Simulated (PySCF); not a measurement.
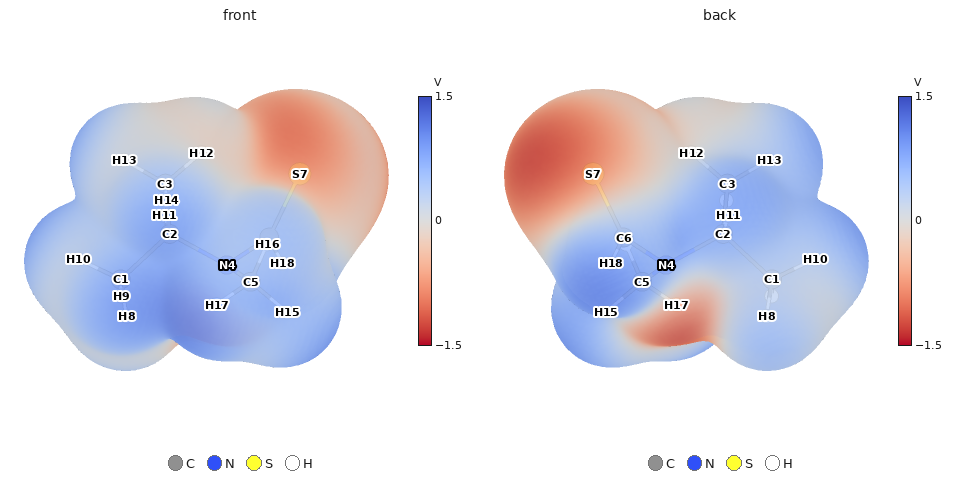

C₅H₁₁NS. The electrostatic potential painted on the density surface at 0.002 e/bohr³, seen from the front and from behind; red is negative and blue positive.

Geometry: GFN2-xTB.

The calculation used PySCF 2.14.0, PBE0/pcSseg-1, SCF density, in a tetrahydrofuran solvent model, non-relativistic.

```xyz
18

C    -1.2707   -1.2372    0.7184
C    -0.7092   -0.1904   -0.2431
C    -1.0558    1.2255    0.2183
N     0.7279   -0.4492   -0.4313
C     1.6012   -0.0004    0.6418
C     1.2051   -0.0646   -1.6886
S     1.3139    1.4415   -2.2757
H    -0.9557   -2.2310    0.4124
H    -0.9275   -1.0594    1.7340
H    -2.3566   -1.1940    0.7123
H    -1.1632   -0.3568   -1.2282
H    -0.6154    1.9649   -0.4465
H    -2.1351    1.3543    0.2054
H    -0.7000    1.4032    1.2301
H     2.5863   -0.4406    0.4841
H     1.7091    1.0905    0.6813
H     1.2087   -0.3619    1.5883
H     1.5372   -0.8942   -2.3131
```

> Which sites attract a positive test charge, and which a negative one?

A positive charge is drawn to the negative regions and a negative charge to the positive ones. The most negative region (about −1.2 V) lies over S7, the most positive (about +1.0 V) over H9, H17 and H18.

> What dipole moment does the calculation give?

Its dipole moment is 2.43 D.
